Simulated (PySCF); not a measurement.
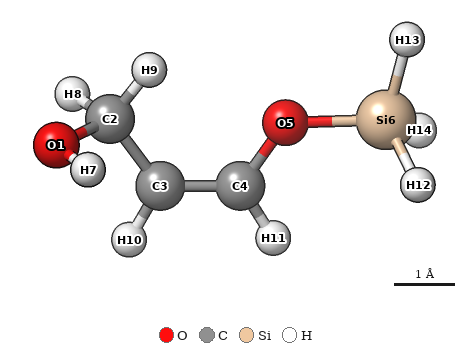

Figure 1. The structure as given in the input (ball-and-stick view, seen at a tilt; atoms are numbered from 1 in the order of the input). Bond lengths as drawn: C–C 1.34 to 1.49 Å, C–H 1.09 to 1.11 Å, C–O 1.35 to 1.41 Å, H–O 0.96 Å, H–Si 1.48 to 1.49 Å and O–Si 1.68 Å.

## What a change does: NMR shielding calculation on C3H8O2Si

System: C3H8O2Si.
Method of the first run: GIAO PBE0/6-31G* NMR shielding, non-relativistic, gas phase (PySCF 2.14.0).

The geometry comes from this level: PBE0-D3(BJ)/def2-SVP. Text and figures count atoms from 1; the logs count them from 0 in places.

### The input, the first run
```
{"job": {"kind": "nmr", "xc": "PBE0", "basis": "6-31G*", "pop": true}, "charge": 0, "multiplicity": 1}
O     -2.995380     0.247380     0.635205
C     -1.985889     0.198135    -0.345017
C     -1.022954    -0.921198    -0.111391
C      0.304923    -0.789535    -0.028201
O      0.937361     0.397204    -0.187011
Si     2.586012     0.659545    -0.019168
H     -2.557566     0.331676     1.488843
H     -2.508238     0.049422    -1.305144
H     -1.431620     1.151520    -0.426083
H     -1.442190    -1.921661     0.029403
H      0.946182    -1.660156     0.167596
H      3.032490     0.272647     1.353185
H      2.786184     2.112506    -0.250036
H      3.343049    -0.148856    -1.021189
```

The first line tells a small driver script what to run in PySCF; the rest is the geometry in Å.

Launched with:
```bash
OMP_NUM_THREADS=1 python <driver script> task.json out
```

Hardware: 1 CPU thread, shared host.

### Output (the first run)
```
coarse grid: 12016 points
cycle   1  E = -558.5325339012  dE =  6.561e-01  |g| = 8.014e-01  |ddm| = 3.338e+00
cycle   2  E = -558.4021390958  dE =  1.304e-01  |g| = 1.157e+00  |ddm| = 1.610e+00
cycle   3  E = -558.6562024655  dE = -2.541e-01  |g| = 1.004e-01  |ddm| = 1.036e+00
cycle   4  E = -558.6577033628  dE = -1.501e-03  |g| = 5.423e-02  |ddm| = 1.279e-01
cycle   5  E = -558.6583185879  dE = -6.152e-04  |g| = 1.593e-02  |ddm| = 5.860e-02
cycle   6  E = -558.6583785188  dE = -5.993e-05  |g| = 3.944e-03  |ddm| = 1.743e-02
cycle   7  E = -558.6583821681  dE = -3.649e-06  |g| = 8.135e-04  |ddm| = 3.462e-03
final grid: 110944 points
cycle   8  E = -558.5979108779  dE = -1.422e-05  |g| = 8.672e-03  |ddm| = 1.779e-02
cycle   9  E = -558.5978951471  dE =  1.573e-05  |g| = 1.259e-02  |ddm| = 1.604e-02
cycle  10  E = -558.5979263799  dE = -3.123e-05  |g| = 1.301e-03  |ddm| = 9.947e-03
cycle  11  E = -558.5979267682  dE = -3.882e-07  |g| = 2.522e-04  |ddm| = 1.304e-03
cycle  12  E = -558.5979267806  dE = -1.249e-08  |g| = 1.012e-04  |ddm| = 2.933e-04
cycle  13  E = -558.5979267831  dE = -2.421e-09  |g| = 1.478e-05  |ddm| = 1.073e-04
cycle  14  E = -558.5979267831  dE = -4.707e-11  |g| = 5.931e-06  |ddm| = 1.871e-05
converged SCF energy = -558.5979267831

GIAO shielding tensors (ppm)
atom      isotropic    diamagn.    paramagn.     s11        s22        s33       span
  0 O      298.677     388.290     -89.613    255.926    293.762    346.342     90.416
  1 C      140.402     246.793    -106.391    114.681    126.279    180.247     65.566
  2 C       86.071     255.522    -169.450     -7.008    110.710    154.512    161.519
  3 C       59.208     252.632    -193.424    -27.741     85.888    119.478    147.220
  4 O      254.125     395.036    -140.911    164.044    252.916    345.415    181.372
  5 Si     418.365     880.698    -462.333    372.100    393.227    489.768    117.668
  6 H       32.875      29.388       3.486     24.740     31.023     42.862     18.122
  7 H       28.211      28.947      -0.736     24.154     28.015     32.465      8.311
  8 H       27.310      31.060      -3.749     22.353     27.617     31.961      9.608
  9 H       27.180      29.953      -2.773     25.312     27.272     28.956      3.643
 10 H       25.838      29.918      -4.080     22.090     26.442     28.983      6.894
 11 H       26.781      28.746      -1.965     23.638     25.313     31.393      7.755
 12 H       26.825      28.927      -2.102     23.639     25.529     31.307      7.668
 13 H       26.751      28.412      -1.660     23.609     25.207     31.438      7.830
```

The second run used a changed input.

### The two runs side by side

```csv
quantity,the first run,the second run
outcome,converged,converged
total energy (hartree),−558.597927,−558.665638
HOMO (eV),−6.51,−6.80
LUMO (eV),0.28,−0.39
dipole moment (D),2.85,2.73
shielding of O1 (ppm),298.7,296.5
shielding of C3 (ppm),86.1,81.2
shielding of C4 (ppm),59.2,56.1
shielding of O5 (ppm),254.1,256.7
shielding of Si6 (ppm),418.4,440.7
shielding of H7 (ppm),32.9,32.0
shielding of H11 (ppm),25.8,24.9
SCF iterations,14,14
basis functions,104,214
wall time (shared host),9.4 s,27 s
```

Which change of the input explains these differences?

The change (lines with − go, lines with + come):
```diff
-"basis": "6-31G*"
+"basis": "aug-cc-pVDZ"
```

The total energy of the second run is 42.5 kcal/mol lower, which measures the change of basis and not a stability. The HOMO goes from −6.51 to −6.80 eV. The LUMO goes from 0.28 to −0.39 eV. The dipole moment goes from 2.85 to 2.73 D. Of all shieldings, the largest change is that of Si6, by +22.3 ppm. Diffuse functions give room to the loosely bound empty orbitals, which lowers the LUMO. The number of SCF iterations is the same. The basis functions go from 104 to 214.

### Output (the second run)
```
coarse grid: 12016 points
cycle   1  E = -558.5367679659  dE =  6.798e-01  |g| = 7.836e-01  |ddm| = 1.022e+01
cycle   2  E = -558.3672488319  dE =  1.695e-01  |g| = 1.226e+00  |ddm| = 3.132e+00
cycle   3  E = -558.6546656047  dE = -2.874e-01  |g| = 9.262e-02  |ddm| = 1.859e+00
cycle   4  E = -558.6558023786  dE = -1.137e-03  |g| = 5.667e-02  |ddm| = 2.843e-01
cycle   5  E = -558.6565350659  dE = -7.327e-04  |g| = 1.613e-02  |ddm| = 1.217e-01
cycle   6  E = -558.6565941757  dE = -5.911e-05  |g| = 4.277e-03  |ddm| = 4.570e-02
cycle   7  E = -558.6565987812  dE = -4.606e-06  |g| = 4.203e-04  |ddm| = 1.207e-02
final grid: 110944 points
cycle   8  E = -558.6656197350  dE = -1.917e-05  |g| = 9.209e-03  |ddm| = 2.076e-01
cycle   9  E = -558.6655998200  dE =  1.991e-05  |g| = 1.370e-02  |ddm| = 5.235e-02
cycle  10  E = -558.6656372635  dE = -3.744e-05  |g| = 1.462e-03  |ddm| = 2.396e-02
cycle  11  E = -558.6656377600  dE = -4.965e-07  |g| = 2.719e-04  |ddm| = 3.667e-03
cycle  12  E = -558.6656377730  dE = -1.300e-08  |g| = 1.334e-04  |ddm| = 6.706e-04
cycle  13  E = -558.6656377770  dE = -3.937e-09  |g| = 2.180e-05  |ddm| = 2.558e-04
cycle  14  E = -558.6656377771  dE = -1.107e-10  |g| = 3.086e-06  |ddm| = 7.440e-05
converged SCF energy = -558.6656377771

GIAO shielding tensors (ppm)
atom      isotropic    diamagn.    paramagn.     s11        s22        s33       span
  0 O      296.536     388.863     -92.328    250.200    302.267    337.139     86.939
  1 C      140.605     232.487     -91.882    114.813    124.341    182.662     67.849
  2 C       81.150     216.491    -135.340    -19.145    109.165    153.431    172.575
  3 C       56.126     224.350    -168.224    -32.023     81.679    118.722    150.745
  4 O      256.723     386.486    -129.764    165.414    261.880    342.874    177.461
  5 Si     440.681     886.954    -446.273    388.554    410.198    523.291    134.737
  6 H       31.977      33.299      -1.321     23.624     29.787     42.521     18.897
  7 H       27.695      28.786      -1.091     23.586     27.513     31.988      8.402
  8 H       26.579      34.137      -7.557     22.058     26.280     31.400      9.343
  9 H       26.287      37.684     -11.397     24.219     26.197     28.447      4.228
 10 H       24.942      35.596     -10.655     21.508     24.820     28.497      6.989
 11 H       26.260      26.961      -0.701     23.156     24.686     30.937      7.780
 12 H       26.299      26.832      -0.534     22.910     25.119     30.867      7.956
 13 H       26.212      26.527      -0.315     23.088     24.588     30.960      7.871
```
